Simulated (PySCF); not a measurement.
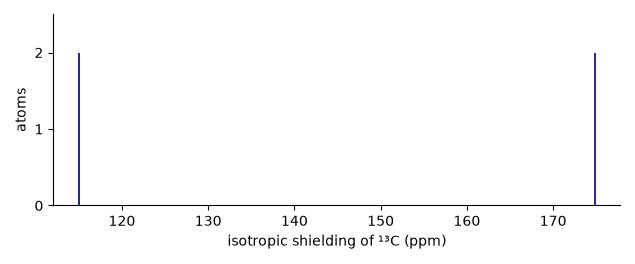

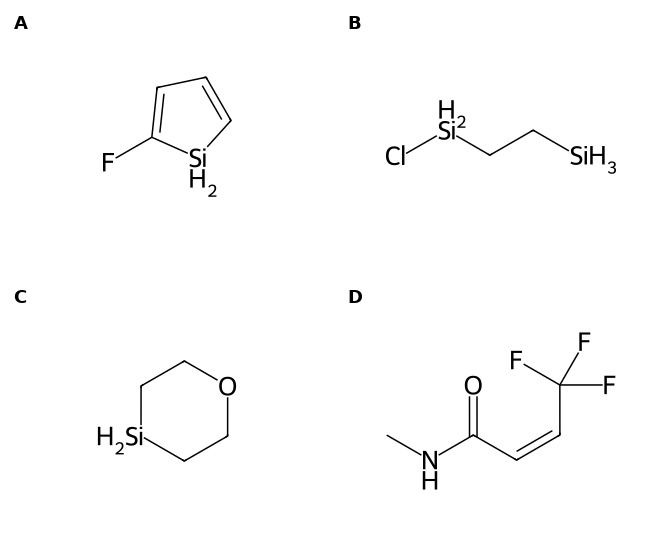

The sticks are computed shieldings of one of the molecules, for one fixed geometry (PBE0-D3(BJ)/def2-SVP) without averaging over rotations. Low shielding means a high chemical shift. Method: GIAO PBE0/pcSseg-1 NMR shielding, non-relativistic, IEF-PCM benzene (PySCF 2.14.0).

Which molecule gives this pattern?

Answer. C, `C1C[SiH2]CCO1`. Its 4 C atoms give lines at 115.0 (2 atoms), 174.8 (2 atoms) ppm.
